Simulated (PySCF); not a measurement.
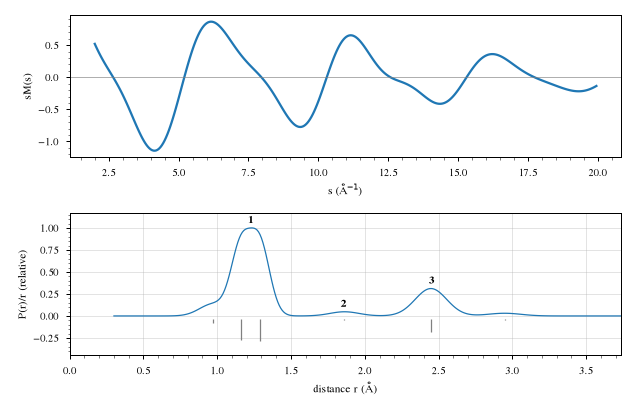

Simulated gas electron diffraction: reduced molecular intensity sM(s) from the Debye equation in the first Born approximation (top) and the radial distribution curve (bottom) of CHNO. Each pair of atoms contributes with weight ZᵢZⱼ/r (bars below the curve); damping constant 0.001 Å²; vibrational amplitudes assumed, not computed: 0.05 Å for bonds, 0.078 Å for bonds to H, 0.06 + 0.015 r up to 0.15 Å for other pairs. The geometry is the end point of an optimisation (PBE0-D3(BJ)/def2-SVP geometry optimisation, gas phase (PySCF)); it may be a saddle point or a higher isomer.

Question: Assign the numbered peaks of the radial distribution curve (– bonded, ··· not bonded).

Answer: Peak 1, 1.23 Å: N–C 1.16 Å, O–C 1.29 Å, not resolved
Peak 2, 1.86 Å: C···H 1.86 Å
Peak 3, 2.45 Å: O···N 2.45 Å
